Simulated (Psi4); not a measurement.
# CH6OSSi (SMILES C[SiH](O)S): an attempt with Psi4

Aim: energy and forces of CH6OSSi.

The calculation is run with Psi4 1.11.

6 further runs of the same task are left out: 1 that didn't finish, 5 set aside as unsound or not needed.

### 1 Starting point

CH6OSSi: 10 atoms, total charge 0, spin state singlet. SMILES: `C[SiH](O)S`. The coordinates come from a PBE0-D4/def2-TZVP relaxation. This is one conformer, not always the lowest.

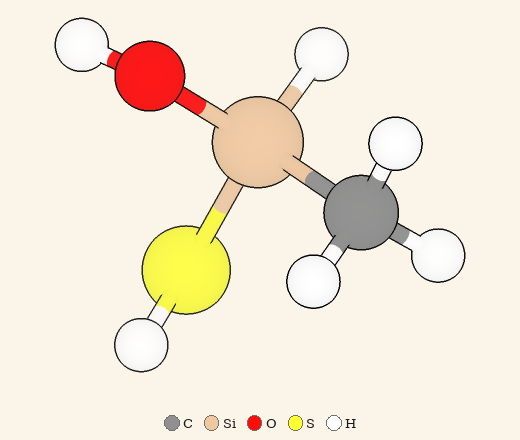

Viewed from a chosen angle; carbon grey, silicon light orange, oxygen red, sulfur yellow, hydrogen white.

### 2 The job

calc.py

```python
import psi4

psi4.set_memory('1600 MB')
psi4.set_num_threads(1)
psi4.core.set_output_file('output.dat', False)

molecule = psi4.geometry("""
C     -0.953400     0.912900    -0.368400
Si    -0.031700    -0.579100     0.226500
O      0.661100    -0.139100     1.653400
S      1.417200    -1.286300    -1.182600
H     -1.481700     0.692300    -1.297900
H     -1.681600     1.230200     0.382200
H     -0.267500     1.743800    -0.548700
H     -0.914800    -1.764500     0.386800
H      1.285100    -0.756400     2.039200
H      2.050600    -0.105000    -1.287800
symmetry c1
""")

psi4.set_options({
    'basis': 'def2-SVPD',
    'scf_type': 'df',
    'soscf': True,
})

energy_value = psi4.gradient("tpssh")
print('gradient / Eh bohr^-1')
print(energy_value.np.round(6))
for k, v in sorted(psi4.core.scalar_variables().items()):
    print(f'{k:45s} {v:18.10f}')
```

On the command line:

```
$ python calc.py
```

output.dat:

```text
gradient() will perform analytic gradient computation.

   => Loading Basis Set <=

    Name: DEF2-SVPD
    Role: ORBITAL
    Keyword: BASIS

         ---------------------------------------------------------
                                   SCF
                              RKS Reference
                        1 Threads,   1525 MiB Core
         ---------------------------------------------------------

  ==> Geometry <==

    Molecular point group: c1
    Full point group: C1

    Geometry (in Angstrom), charge = 0, multiplicity = 1:

       Center              X                  Y                   Z               Mass
    ------------   -----------------  -----------------  -----------------  -----------------
         C           -1.405992785200     1.418786035004    -0.264379694814    12.000000000000
         SI          -0.484292785200    -0.073213964996     0.330520305186    27.976926534650
         O            0.208507214800     0.366786035004     1.757420305186    15.994914619570
[... 6 lines of this table left out ...]
         H            1.598007214800     0.400886035004    -1.183779694814     1.007825032230

  Running in c1 symmetry.

[... 79 lines left out ...]
    Weights Tolerance      =       1.00E-15
[... 3 lines left out ...]
    Name: (DEF2-SVPD AUX)
    Role: JKFIT
    Keyword: DF_BASIS_SCF

  ==> Integral Setup <==

  DFHelper Memory: AOs need 0.083 GiB; user supplied 0.083 GiB.
  SCF_SUBTYPE=INCORE selected. In-core MEM_DF algorithm will be used.
  Using in-core AOs.

  ==> MemDFJK: Density-Fitted J/K Matrices <==

    J tasked:                   Yes
    K tasked:                   Yes
    wK tasked:                   No
    Memory [MiB]:                85
    Algorithm:                 Core
    Schwarz Cutoff:           1E-12
    Mask sparsity (%):       0.6150
    Fitting Condition:        1E-10

   => Auxiliary Basis Set <=

  Basis Set: (DEF2-SVPD AUX)
    Blend: DEF2-UNIVERSAL-JKFIT
    Number of shells: 162
    Number of basis functions: 516
    Number of Cartesian functions: 612
    Spherical Harmonics?: true
    Max angular momentum: 4

  Cached 50.0% of DFT collocation blocks in 0.940 [GiB].

  Minimum eigenvalue in the overlap matrix is 2.8156444584E-04.
  Reciprocal condition number of the overlap matrix is 2.9447257068E-05.
    Using symmetric orthogonalization.

  ==> Pre-Iterations <==

  SCF Guess: Superposition of Atomic Densities via on-the-fly atomic UHF (no occupation information).

   -------------------------
    Irrep   Nso     Nmo
   -------------------------
     A        142     142
   -------------------------
    Total     142     142
   -------------------------

  ==> Iterations <==

                           Total Energy        Delta E     RMS |[F,P]|

   @DF-RKS iter SAD:  -804.01427045712501   -8.04014e+02   0.00000e+00
   @DF-RKS iter   1:  -804.06080318632439   -4.65327e-02   6.64591e-03 ADIIS/DIIS
   @DF-RKS iter   2:  -803.40029910520184    6.60504e-01   1.05556e-02 ADIIS/DIIS
   @DF-RKS iter   3:  -804.43077425173078   -1.03048e+00   1.86590e-03 ADIIS/DIIS
```

The script printed:

```text
Traceback (most recent call last):
  File "calc.py", line 27, in <module>
    energy_value = psi4.gradient("tpssh")
RuntimeError:
Fatal Error: Vx: RKS does not support rotated V builds for MGGA's
```

Wall time 11 s (1 thread of AMD EPYC 9R45 (Zen 5), shared host); peak memory 1.3 GiB.

### 3 Reading the log

The run ended with an error.

The telling line is `Fatal Error: Vx: RKS does not support rotated V builds for MGGA's`. To mend it: soscf at its default in place of yes. As typed, the program can't run this.
